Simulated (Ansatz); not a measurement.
Input file:

```
crystal:
  periodic: [false, false, false]
  atoms:
    - { symbol: C, position_ang: [-2.3511, 0.4685, 0.1429] }
    - { symbol: Si, position_ang: [-0.5925, 0.7086, 0.4968] }
    - { symbol: Cl, position_ang: [-0.3739, 0.5824, 2.5206] }
    - { symbol: C, position_ang: [0.4874, -0.6141, -0.4105] }
    - { symbol: O, position_ang: [0.147, -1.9956, -0.0271] }
    - { symbol: Si, position_ang: [2.1935, 0.0019, -0.2745] }
    - { symbol: H, position_ang: [-2.9646, 1.2779, 0.6509] }
    - { symbol: H, position_ang: [-2.7233, -0.4514, 0.4439] }
    - { symbol: H, position_ang: [-2.5883, 0.6264, -0.8996] }
    - { symbol: H, position_ang: [-0.1721, 2.0828, 0.1151] }
    - { symbol: H, position_ang: [0.1208, -0.5663, -1.4431] }
    - { symbol: H, position_ang: [0.7728, -2.5652, -0.4802] }
    - { symbol: H, position_ang: [2.6392, 0.0486, 1.11] }
    - { symbol: H, position_ang: [2.3315, 1.3284, -0.8971] }
    - { symbol: H, position_ang: [3.0517, -0.9836, -1.0187] }
basis:
  gaussian: { orbitals: "6-31G*" }
hamiltonian:
  xc: hf
relax:
  f_tol: 0.02
  max_steps: 50
output:
  orbitals: {}
```

Run with:

```sh
ansatz run input.yaml --threads 2 --pin off --max-ram 3072MiB --backend cpu --events-out ev --progress --plain --runs-dir out
```

The fields are those of the relaxed geometry.

Theory: Ansatz 0.2.0, RHF/6-31G*.

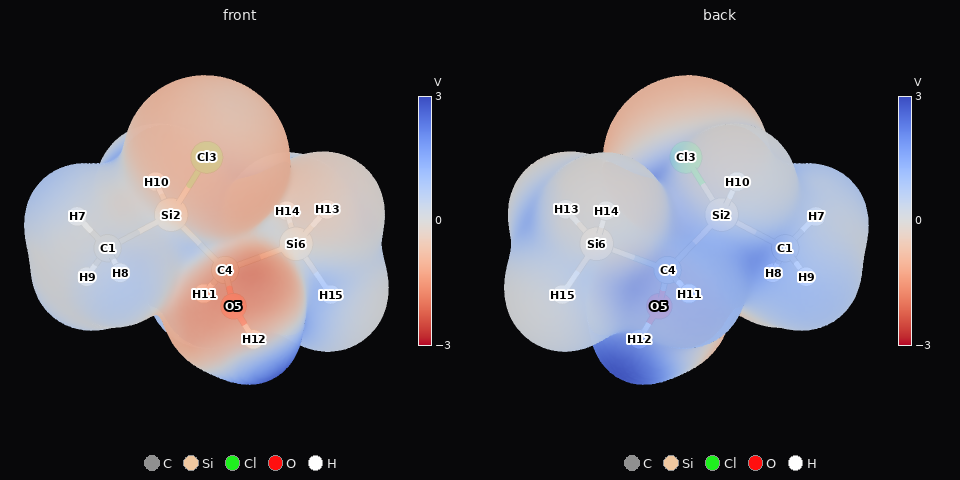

C2H9ClOSi2. The molecular electrostatic potential painted on the density surface at 0.002 e/bohr³, seen from the front and from behind; red is negative and blue positive.

Describe the electrostatic potential map.

The most negative region (about −1.6 V, or −37 kcal/mol for a unit charge) lies over O5, the most positive (about +2.7 V, or +62 kcal/mol for a unit charge) over H12. O5 is the likeliest acceptor of a hydrogen bond.
